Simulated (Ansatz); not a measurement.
**N2 (singlet): one geometry, many settings at distance N1–N2 = 0.997 Å**

What do other methods and options give for N2 (singlet) at this geometry, and how long do they take?

Program: Ansatz 0.2.0, Gaussian basis. Level of theory: the settings change from run to run. These are calculated values, not measurements.

23 further runs of the same task are left out: 15 that didn't finish, 8 set aside as unsound or not needed.

### Step 1. The geometry

The geometry derives from a PBE0/def2-TZVP stationary point (not a proven minimum). One bond is set to the value named and the two fragments are kept rigid.

2 atoms, charge 0, spin multiplicity 1.

Atoms are counted from 1 here; the program's logs count them from 0.

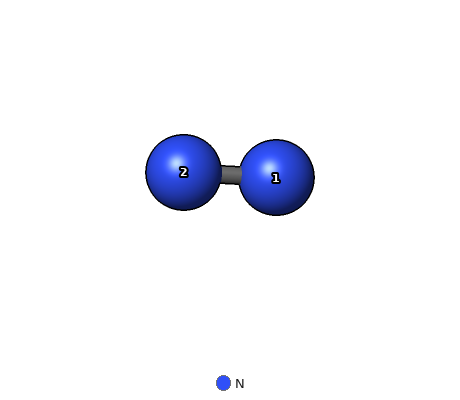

The structure; nitrogen blue; atoms are numbered from 1 in the order of the file.

### Step 2. HF/6-31++G**

in.yaml reads:

```yaml
crystal:
  periodic: [false, false, false]
  atoms:
    - {symbol: N, position_ang: [0.000000, 0.000000, 0.000000]}
    - {symbol: N, position_ang: [0.000000, 0.000000, 0.997000]}
basis:
  gaussian: {orbitals: "6-31++G**"}
magnetization: {spin_polarized: true, initial_magnetization: 0}
hamiltonian: {xc: hf}
output: {orbitals: {seedname: orbitals}}
```

Command:

```
$ ansatz run in.yaml --threads 1 --pin off --events-out ev --progress --plain --max-ram 2393MiB
```

Log:

```text
Functional definition: HF
  name "HF"
  cite "Fock, Z. Phys. 61, 126 (1930) doi:10.1007/BF01340294"
  parent pbe
  exchange = exact_x
  correlation = 0
350 factors; integrals over basis functions are off by at most 3.9e-4 eV
mean field evaluation 1: about -2963.4807 eV, gradient 8.8e0 eV
mean field evaluation 2: about -2963.4819 eV, gradient 8.8e0 eV
mean field evaluation 4: about -2963.8217 eV, gradient 4.7e-1 eV
mean field evaluation 8: about -2963.8227 eV, gradient 1.2e-5 eV
mean field -2963.82270796 eV, -108.9184755664 hartree, gradient 1.1e-5 eV, S^2 0.000000; 0 other end points of the search recorded, 0 dependent functions left out
reference -2963.82270796 eV, -108.9184755664 hartree; 7, 7 occupied and 31, 31 virtual orbitals, 350 factors
Total energy: -2963.82270796 eV, -108.9184755664 hartree
```

Run time: 0.6 s. Hardware: 1 thread of Arm Neoverse V1, shared host.

From the report: ⟨S²⟩ of the determinant 0.000 (pure singlet: 0.00).

### Step 3. BCCD on UHF/STO-3G

in.yaml reads:

```yaml
crystal:
  periodic: [false, false, false]
  atoms:
    - {symbol: N, position_ang: [0.000000, 0.000000, 0.000000]}
    - {symbol: N, position_ang: [0.000000, 0.000000, 0.997000]}
basis:
  gaussian: {orbitals: STO-3G}
magnetization: {spin_polarized: true, initial_magnetization: 0}
correlation: {method: bccd, electrons: outside_noble_gas}
```

Launched as before.

Log (excerpt; [...] marks lines left out):

```text
Functional definition: HF
  name "HF"
  cite "Fock, Z. Phys. 61, 126 (1930) doi:10.1007/BF01340294"
  parent pbe
[...]
133 factors; integrals over basis functions are off by at most 9.8e-6 eV
[...]
mean field -2922.91838891 eV, -107.4152695670 hartree, gradient 1.9e-6 eV, S^2 0.000000; 0 other end points of the search recorded, 0 dependent functions left out
2 core orbitals not correlated: weight in the atoms' cores, before any rotation towards them, 1.000 or more for the frozen orbitals, at most 0.000 for the correlated occupied ones
reference -2922.91838891 eV, -107.4152695670 hartree; 5, 5 occupied and 3, 3 virtual orbitals, 133 factors
second order -3.29939350 eV of doubles, -0.00000000 eV of singles
cycle   1  -3.34417217 eV  change   -4.5e-2 eV  update   2.9e-2
[...]
cycle   7  -3.43124228 eV  change   -3.5e-7 eV  update   1.9e-6
Total energy: -2926.34963118 eV, -107.5413653949 hartree
```

Run time: 0.21 s. Hardware: 1 thread of Arm Neoverse V1, shared host.

From the report: ⟨S²⟩ of the determinant 0.000 (pure singlet: 0.00); correlation -3.4312 eV; largest double amplitude 0.11.

### Step 4. CCSDT(Q)/B/6-31G

in.yaml reads:

```yaml
crystal:
  periodic: [false, false, false]
  atoms:
    - {symbol: N, position_ang: [0.000000, 0.000000, 0.000000]}
    - {symbol: N, position_ang: [0.000000, 0.000000, 0.997000]}
basis:
  gaussian: {orbitals: 6-31G}
magnetization: {spin_polarized: false}
hamiltonian: {xc: {name: B3LYP}}
correlation: {method: ccsdt_q_b, electrons: outside_noble_gas, diis_vectors: 4}
scf: {omitted_lower_state_checks: [cluster_reference]}
```

The command is unchanged.

Log (excerpt; [...] marks lines left out):

```text
Functional definition: B3LYP
  name "B3LYP"
  cite "Stephens, Devlin, Chabalowski & Frisch, J. Phys. Chem. 98, 11623 (1994) doi:10.1021/j100096a001"
  cite "Becke, Phys. Rev. A 38, 3098 (1988) doi:10.1103/PhysRevA.38.3098"
  cite "Lee, Yang & Parr, Phys. Rev. B 37, 785 (1988) doi:10.1103/PhysRevB.37.785"
  cite "Vosko, Wilk & Nusair, Can. J. Phys. 58, 1200 (1980) doi:10.1139/p80-159"
[...]
406 factors; integrals over basis functions are off by at most 2.1e-8 eV
[...]
mean field -2977.43874315 eV, -109.4188556302 hartree, gradient 4.4e-6 eV, S^2 0.000000; 0 other end points of the search recorded, 0 dependent functions left out
2 core orbitals not correlated: weight in the atoms' cores, before any rotation towards them, 1.000 or more for the frozen orbitals, at most 0.000 for the correlated occupied ones
reference -2961.35361682 eV, -108.8277381407 hartree; 5, 5 occupied and 11, 11 virtual orbitals, 406 factors
second order -5.77458484 eV of doubles, -0.11035062 eV of singles
cycle   1  -5.40764457 eV  change    4.7e-1 eV  update   6.9e-2
[...]
cycle  12  -5.81347621 eV  change   -6.0e-7 eV  update   2.8e-7
perturbative correction -0.03548001 eV, -0.0013038664 hartree
Total energy: -2967.20257305 eV, -109.0426833173 hartree
Checks for a lower state left out: cluster_reference
```

Wall time 1.3 s (1 thread of Arm Neoverse V1, shared host).

From the report: correlation -5.8490 eV; T1 0.007; largest double amplitude 0.09. The orbitals are Kohn-Sham ones, so correlation energy and T1 don't compare with those on Hartree-Fock orbitals.

### Step 5. CCSD on RHF/def2-SVPD

in.yaml reads:

```yaml
crystal:
  periodic: [false, false, false]
  atoms:
    - {symbol: N, position_ang: [0.000000, 0.000000, 0.000000]}
    - {symbol: N, position_ang: [0.000000, 0.000000, 0.997000]}
basis:
  gaussian: {orbitals: def2-SVPD}
magnetization: {spin_polarized: false}
hamiltonian: {pseudopotentials: {relativity: none}}
correlation: {method: ccsd, electrons: valence}
accuracy: high
```

Same command.

Log (excerpt; [...] marks lines left out):

```text
Functional definition: HF
  name "HF"
  cite "Fock, Z. Phys. 61, 126 (1930) doi:10.1007/BF01340294"
  parent pbe
[...]
771 factors; integrals over basis functions are off by at most 3.5e-9 eV
[...]
mean field -2961.47339690 eV, -108.8321399775 hartree, gradient 6.2e-8 eV, S^2 0.000000; 0 other end points of the search recorded, 0 dependent functions left out
2 core orbitals not correlated: weight in the atoms' cores, before any rotation towards them, 1.000 or more for the frozen orbitals, at most 0.000 for the correlated occupied ones
reference -2961.47339690 eV, -108.8321399775 hartree; 5, 5 occupied and 33, 33 virtual orbitals, 771 factors
second order -7.93450485 eV of doubles, -0.00000000 eV of singles
cycle   1  -7.89459605 eV  change    4.0e-2 eV  update   6.0e-2
[...]
cycle  19  -8.16581847 eV  change  -3.7e-10 eV  update  4.9e-10
Total energy: -2969.63921537 eV, -109.1322282711 hartree
```

Run time: 0.54 s. Hardware: 1 thread of Arm Neoverse V1, shared host.

From the report: correlation -8.1658 eV; T1 0.011; largest double amplitude 0.07.

### Step 6. BCCD(T) on UHF/6-31G

in.yaml reads:

```yaml
crystal:
  periodic: [false, false, false]
  atoms:
    - {symbol: N, position_ang: [0.000000, 0.000000, 0.000000]}
    - {symbol: N, position_ang: [0.000000, 0.000000, 0.997000]}
basis:
  gaussian: {orbitals: 6-31G}
magnetization: {spin_polarized: true, initial_magnetization: 0}
correlation: {method: bccd_t, electrons: valence, diis_vectors: 2}
```

Same command.

Log (excerpt; [...] marks lines left out):

```text
Functional definition: HF
  name "HF"
  cite "Fock, Z. Phys. 61, 126 (1930) doi:10.1007/BF01340294"
  parent pbe
[...]
268 factors; integrals over basis functions are off by at most 1.0e-4 eV
[...]
mean field -2961.48967949 eV, -108.8327383513 hartree, gradient 3.1e-6 eV, S^2 0.000000; 0 other end points of the search recorded, 0 dependent functions left out
2 core orbitals not correlated: weight in the atoms' cores, before any rotation towards them, 1.000 or more for the frozen orbitals, at most 0.000 for the correlated occupied ones
reference -2961.48967949 eV, -108.8327383513 hartree; 5, 5 occupied and 11, 11 virtual orbitals, 268 factors
second order -5.62272034 eV of doubles, -0.00000000 eV of singles
cycle   1  -5.32165059 eV  change    3.0e-1 eV  update   5.8e-2
[...]
cycle   9  -5.54058057 eV  change    8.4e-7 eV  update   1.8e-6
perturbative correction -0.15811519 eV, -0.0058106261 hartree
Total energy: -2967.18837525 eV, -109.0421615579 hartree
```

Run time: 0.39 s. Hardware: 1 thread of Arm Neoverse V1, shared host.

From the report: ⟨S²⟩ of the determinant 0.000 (pure singlet: 0.00); correlation -5.6987 eV; largest double amplitude 0.09.

### Step 7. CISDT/6-31G

in.yaml reads:

```yaml
crystal:
  periodic: [false, false, false]
  atoms:
    - {symbol: N, position_ang: [0.000000, 0.000000, 0.000000]}
    - {symbol: N, position_ang: [0.000000, 0.000000, 0.997000]}
basis:
  gaussian: {orbitals: 6-31G}
correlation: {active_space: {ras: {orbitals: [5, 0, 11], electrons: 10, max_holes: 3, max_particles: 3}, fixed_orbitals: true}}
scf: {lower_state_search: off}
```

Launched as before.

Log:

```text
Functional definition: HF
  name "HF"
  cite "Fock, Z. Phys. 61, 126 (1930) doi:10.1007/BF01340294"
  parent pbe
  exchange = exact_x
  correlation = 0
these checks for a lower state are left out or cut short: stability, starts, cluster_reference, orbital_swaps, neighbouring_geometries, increment
268 factors; integrals over basis functions are off by at most 1.0e-4 eV
mean field evaluation 1: about -2961.2289 eV, gradient 9.2e0 eV
mean field evaluation 2: about -2961.2525 eV, gradient 9.2e0 eV
mean field evaluation 4: about -2961.4900 eV, gradient 1.5e-1 eV
mean field evaluation 8: about -2961.4897 eV, gradient 1.8e-4 eV
mean field -2961.48967949 eV, -108.8327383513 hartree, gradient 1.4e-6 eV, S^2 0.000000; 0 other end points of the search recorded, 0 dependent functions left out
reference -2961.48967949 eV, -108.8327383513 hartree; 7, 7 occupied and 11, 11 virtual orbitals, 268 factors
state -2966.85253785 eV, -109.0298197612 hartree
Total energy: -2966.85253785 eV, -109.0298197612 hartree
Checks for a lower state left out: stability, starts, cluster_reference, orbital_swaps, neighbouring_geometries, increment
```

It took 1.1 s on 1 thread of Arm Neoverse V1, shared host.

From the report: 8,682 determinants.

### Step 8. HF/STO-3G

in.yaml reads:

```yaml
crystal:
  periodic: [false, false, false]
  atoms:
    - {symbol: N, position_ang: [0.000000, 0.000000, 0.000000]}
    - {symbol: N, position_ang: [0.000000, 0.000000, 0.997000]}
basis:
  gaussian: {orbitals: STO-3G}
magnetization: {spin_polarized: false}
hamiltonian: {xc: hf}
accuracy: high
output: {forces: true, orbitals: {seedname: orbitals}}
```

Same command.

Log:

```text
Functional definition: HF
  name "HF"
  cite "Fock, Z. Phys. 61, 126 (1930) doi:10.1007/BF01340294"
  parent pbe
  exchange = exact_x
  correlation = 0
150 factors; integrals over basis functions are off by at most 1.2e-8 eV
mean field evaluation 1: about -2922.9108 eV, gradient 2.8e0 eV
mean field evaluation 2: about -2922.9152 eV, gradient 2.7e0 eV
mean field evaluation 4: about -2922.9183 eV, gradient 2.0e-1 eV
mean field evaluation 8: about -2922.9184 eV, gradient 9.2e-9 eV
mean field -2922.91840026 eV, -107.4152699844 hartree, gradient 8.2e-8 eV, S^2 0.000000; 0 other end points of the search recorded, 0 dependent functions left out
the calculation of the forces begins
reference -2922.91840026 eV, -107.4152699844 hartree; 7, 7 occupied and 3, 3 virtual orbitals, 150 factors
Total energy: -2922.91840026 eV, -107.4152699844 hartree
Atom 0 at     0.000000     0.000000     0.000000 Å, force     0.000000    -0.000000   -39.288491 eV/Å
Atom 1 at     0.000000     0.000000     0.997000 Å, force    -0.000000     0.000000    39.288491 eV/Å
Dipole moment:     0.000000    -0.000000    -0.000000 e Å
```

It took 0.06 s on 1 thread of Arm Neoverse V1, shared host.

### Step 9. CASSCF(4,4)/6-31G

in.yaml reads:

```yaml
crystal:
  periodic: [false, false, false]
  atoms:
    - {symbol: N, position_ang: [0.000000, 0.000000, 0.000000]}
    - {symbol: N, position_ang: [0.000000, 0.000000, 0.997000]}
basis:
  gaussian: {orbitals: 6-31G}
correlation: {active_space: {window: {electrons: 4, orbitals: 4}}}
accuracy: high
```

Same command.

Log:

```text
Functional definition: HF
  name "HF"
  cite "Fock, Z. Phys. 61, 126 (1930) doi:10.1007/BF01340294"
  parent pbe
  exchange = exact_x
  correlation = 0
406 factors; integrals over basis functions are off by at most 2.4e-9 eV
mean field evaluation 1: about -2961.2289 eV, gradient 9.2e0 eV
mean field evaluation 2: about -2961.2525 eV, gradient 9.2e0 eV
mean field evaluation 4: about -2961.4900 eV, gradient 1.5e-1 eV
mean field evaluation 8: about -2961.4898 eV, gradient 1.8e-4 eV
mean field -2961.48976606 eV, -108.8327415327 hartree, gradient 1.1e-8 eV, S^2 0.000000; 0 other end points of the search recorded, 0 dependent functions left out
reference -2961.48976606 eV, -108.8327415327 hartree; 7, 7 occupied and 11, 11 virtual orbitals, 406 factors
state -2963.86195152 eV, -108.9199177407 hartree
Total energy: -2963.86195152 eV, -108.9199177407 hartree
```

Run time: 0.18 s. Hardware: 1 thread of Arm Neoverse V1, shared host.

From the report: 36 determinants; active occupations 1.95, 1.95, 0.05, 0.05.

### Step 10. CCSDTQ on RHF/6-31G

Changes to in.yaml since step 9:

```diff
@@ -7,3 +7,4 @@
   gaussian: {orbitals: 6-31G}
-correlation: {active_space: {window: {electrons: 4, orbitals: 4}}}
-accuracy: high
+magnetization: {spin_polarized: false}
+correlation: {method: ccsdtq, electrons: outside_noble_gas}
+scf: {omitted_lower_state_checks: [cluster_reference]}
```

Same command.

Log (excerpt; [...] marks lines left out):

```text
Functional definition: HF
  name "HF"
  cite "Fock, Z. Phys. 61, 126 (1930) doi:10.1007/BF01340294"
  parent pbe
[...]
406 factors; integrals over basis functions are off by at most 2.1e-8 eV
[...]
mean field -2961.48976603 eV, -108.8327415318 hartree, gradient 1.4e-6 eV, S^2 0.000000; 0 other end points of the search recorded, 0 dependent functions left out
2 core orbitals not correlated: weight in the atoms' cores, before any rotation towards them, 1.000 or more for the frozen orbitals, at most 0.000 for the correlated occupied ones
reference -2961.48976603 eV, -108.8327415318 hartree; 5, 5 occupied and 11, 11 virtual orbitals, 406 factors
second order -5.62274626 eV of doubles, -0.00000000 eV of singles
cycle   1  -5.32068446 eV  change    3.0e-1 eV  update   6.7e-2
[...]
cycle  13  -5.73165631 eV  change    1.4e-7 eV  update   1.4e-7
Total energy: -2967.22142234 eV, -109.0433760162 hartree
Checks for a lower state left out: cluster_reference
```

Run time: 4.3 s. Hardware: 1 thread of Arm Neoverse V1, shared host.

From the report: correlation -5.7317 eV; T1 0.008; largest double amplitude 0.09.

### Step 11. All runs side by side

Where basis and cores are those of an earlier FCI/6-31G run (-2967.2242 eV), and the state is the same kind, the miss against it is given.

```csv
level,correlated,functions,energy (eV),from FCI (meV),time
HF/6-31++G**,,38,-2963.8227,,0.6 s
BCCD on UHF/STO-3G,outside noble gas,10,-2926.3496,,0.21 s
CCSDT(Q)/B/6-31G (on B3LYP orbitals),outside noble gas,18,-2967.2026,21.7,1.3 s
CCSD on RHF/def2-SVPD,valence,40,-2969.6392,,0.54 s
BCCD(T) on UHF/6-31G,valence,18,-2967.1884,35.9,0.39 s
CISDT/6-31G,outside noble gas,18,-2966.8525,371.7,1.1 s
HF/STO-3G,,10,-2922.9184,,0.06 s
"CASSCF(4,4)/6-31G",,18,-2963.8620,3362.3,0.18 s
CCSDTQ on RHF/6-31G,outside noble gas,18,-2967.2214,2.8,4.3 s
```

### Step 12. Results

| quantity | value |
| --- | --- |
| runs | 9 |
| quickest | HF/STO-3G, 0.06 s |
| slowest | CCSDTQ on RHF/6-31G, 4.3 s |

In words: Total energies in different bases, with other cores or another treatment of relativity can't be set against each other. CCSDTQ on RHF/6-31G took 71 times as long as HF/STO-3G; the jobs differ in more than the method. Among the correlated runs with a miss given, it spans +3 to +372 meV. Hartree-Fock, CASSCF and CASCI lack dynamic correlation by design. Cores frozen from Kohn-Sham orbitals shift the total energy.
